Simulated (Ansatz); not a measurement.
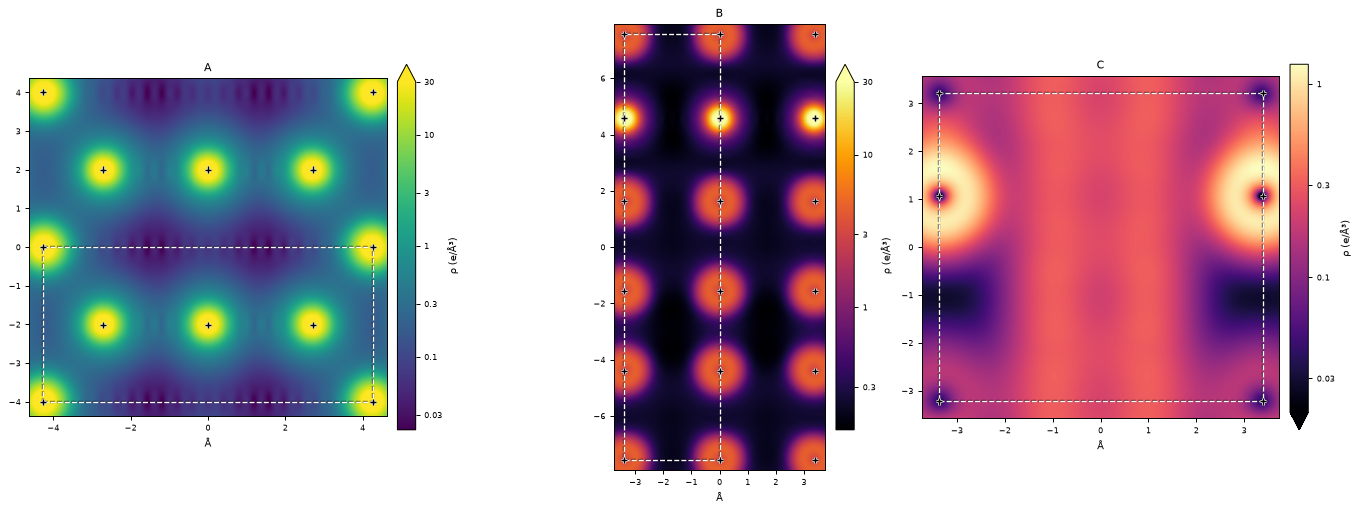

The valence electron density of 3 systems, each on a plane through atoms (crosses mark nuclei in the plane).

The calculation used DFT PBE, scalar-relativistic, plane waves, PAW in Ansatz.

System 1: NiGe3, the (110) plane of the conventional cell. Space group P4/mmm; a generated structure, not necessarily the stable one; computed without spin polarisation.

```
Ni Ge
1.0
     2.83564    0.00000    0.00000
     0.00000    2.83564    0.00000
     0.00000    0.00000    8.54235
Ni Ge
1 3
Direct
  0.00000 0.00000 0.50000
  0.50000 0.50000 0.31759
  0.50000 0.50000 0.68241
  0.50000 0.50000 0.00000
```

System 2: Be7S, the (110) plane of the conventional cell. Space group P312; a generated structure, not necessarily the stable one.

```yaml
crystal:
  lattice:
    - [3.72569, 0.00000, 0.00000]
    - [-1.86285, 3.22654, 0.00000]
    - [0.00000, 0.00000, 6.76570]
  atoms:
    - { symbol: Be, position: [0.00286, 0.33551, 0.35923] }
    - { symbol: Be, position: [0.66449, 0.99714, 0.64077] }
    - { symbol: Be, position: [0.00286, 0.66735, 0.64077] }
    - { symbol: Be, position: [0.66449, 0.66735, 0.35923] }
    - { symbol: Be, position: [0.33265, 0.99714, 0.35923] }
    - { symbol: Be, position: [0.33265, 0.33551, 0.64077] }
    - { symbol: Be, position: [0.33333, 0.66667, 0.00000] }
    - { symbol: S, position: [0.00000, 0.00000, 0.00000] }
```

System 3: Ta4Ge, the (100) plane of the conventional cell. Space group I4/mmm; a generated structure, not necessarily the stable one.

```
Ta Ge
1.0
     3.40484    0.00000    0.00000
     0.00000    3.40484    0.00000
     0.00000    0.00000   15.14600
Ta Ge
8 2
Cartesian
  0.0000 0.0000 2.9750
  1.7024 1.7024 10.5480
  1.7024 1.7024 4.5980
  0.0000 0.0000 12.1710
  0.0000 0.0000 6.1491
  1.7024 1.7024 13.7221
  1.7024 1.7024 1.4239
  0.0000 0.0000 8.9969
  0.0000 0.0000 0.0000
  1.7024 1.7024 7.5730
```

Which map belongs to which system?

Panel A is system 1, NiGe3: the plane holds Ni and Ge. Ni–Ge (2.54 Å): the density is about 0.33 e/Å³ at the midpoint. Panel B is system 3, Ta4Ge: the plane holds Ta and Ge. Ta–Ta (2.85 Å): ρ is about 0.33 e/Å³ halfway. Panel C is system 2, Be7S: the plane holds Be and S. Be–S (2.15 Å): the density is about 0.6 e/Å³ at the midpoint.
